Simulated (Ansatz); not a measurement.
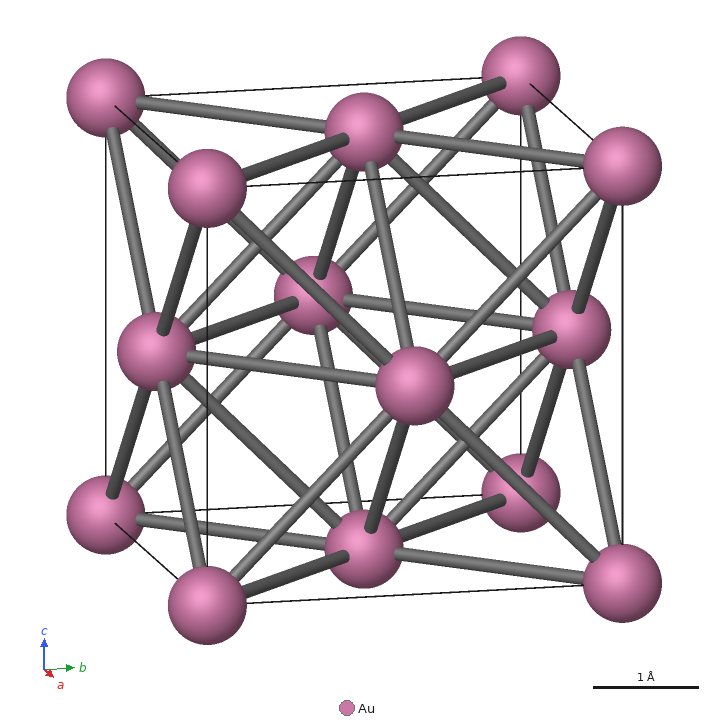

Drawn in the ball-and-stick manner and seen slightly off an axis. The conventional unit cell is drawn as a box.

> How many atoms make up the cell?

4 (gold), counting shared atoms by their share.

> Which of the Bravais lattices applies?

Face-centred cubic.

> Describe the connectivity.

The bonds build a three-dimensional framework.

The initial geometry was the standard structure of this element. Earlier steps of the study may have refined or changed the cell and positions. It was run through Ansatz as a DFT input.
